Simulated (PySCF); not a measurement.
# Cyclo-(H2SiO)2 (H4O2Si2): electronic structure

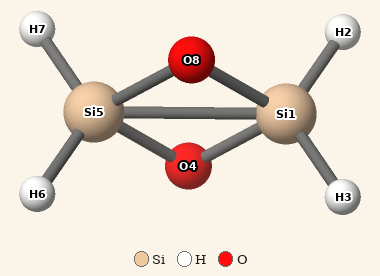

The molecule, with its atoms numbered as below. No frequency check shows the geometry to be a minimum.

Geometry (Å), atoms numbered from 1:

```
Si1     -1.2025    0.0001   -0.0001
H2      -1.9114    0.0000    1.2584
H3      -1.9114    0.0001   -1.2584
O4      -0.0002   -1.1586    0.0002
Si5      1.2025   -0.0001   -0.0001
H6       1.9114   -0.0001   -1.2584
H7       1.9114   -0.0000    1.2584
O8       0.0002    1.1586    0.0002
```

## 1. Bonding charge

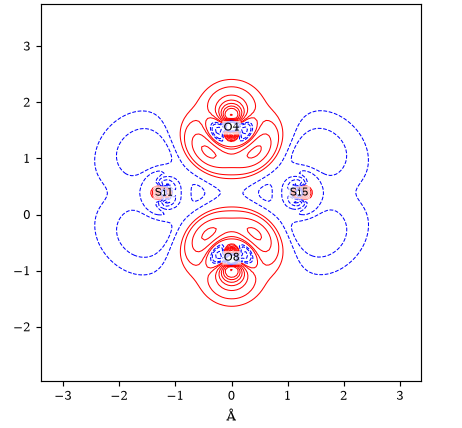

Deformation density (molecule less spherical, spin-averaged free atoms) in the plane of Si1, O4, Si5 and O8; contours at ±0.05 to ±0.8 e/Å³; solid red lines: gain, dashed blue lines: loss.

Level of theory: PBE0/aug-cc-pVDZ (PySCF), at a geometry from GFN2-xTB.

Describe the bonding that the map shows.

Answer. Si1–O4, Si5–O8, O4–Si5 and Si1–O8: +0.01 e/Å³ at the bond critical point (bond length 1.67 Å); up to 0.6 Å beside the axis the gain reaches +0.32 e/Å³. In all, 2.3 electrons gather in the regions of gain relative to the promolecule. A small or negative value marks a very polar bond, one between electron-rich atoms, whose free-atom densities already overlap strongly, a long bond to a heavier atom, or a closed-shell contact such as a hydrogen bond.

## 2. Local ionisation energy

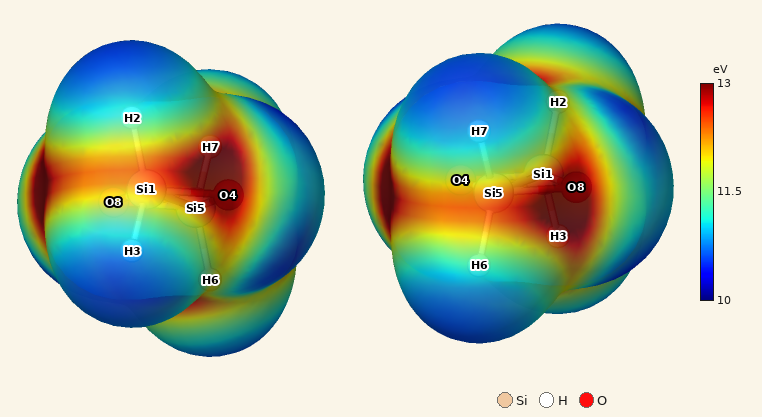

Average local ionisation energy on the surface of electron density 0.001 a.u. (back view left, front view right).

Where are the most loosely bound electrons on this surface?

Answer. The lowest value is 10.5 eV, 1.8 Å from O8, and at like points elsewhere. Further minima include 10.6 eV, 1.5 Å from H7, and at like points elsewhere. For comparison, the highest occupied orbital lies at −8.5 eV.

## 3. Excited states

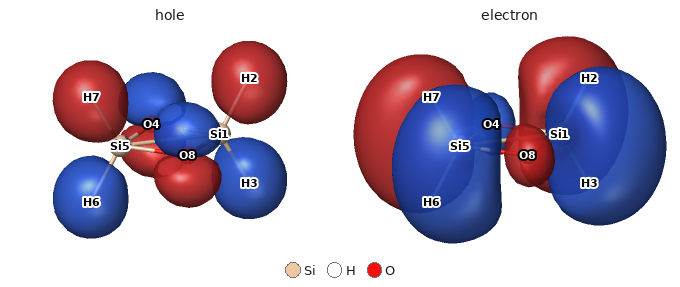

Leading natural transition orbital pair of S₁ (TDA singlet states); the surfaces enclose about 78 % of each orbital's density.

Level of theory: PBE0/def2-SVPD (PySCF), at a geometry from GFN2-xTB.

Give its energy and the atoms that hole and electron lie on.

Answer. 6.47 eV (191 nm), f = 0.000 (dark), partly diffuse acceptor orbital; the leading pair carries 99 %; hole on O4 and O8 (20 % each), Si1 and Si5 (12 % each) and H2, H3, H6 and H7 (9 % each), electron on Si1 and Si5 (34 % each) and O4 and O8 (7 % each) (atom shares of so diffuse an orbital are rough); their centroids lie 0.0 Å apart. In canonical orbitals it is mainly HOMO → LUMO (99 %). The HOMO–LUMO gap is 7.91 eV.

The PySCF runs shown took 13 s and 2.7 min on 1 thread of Arm Neoverse V1, with other jobs on the host.
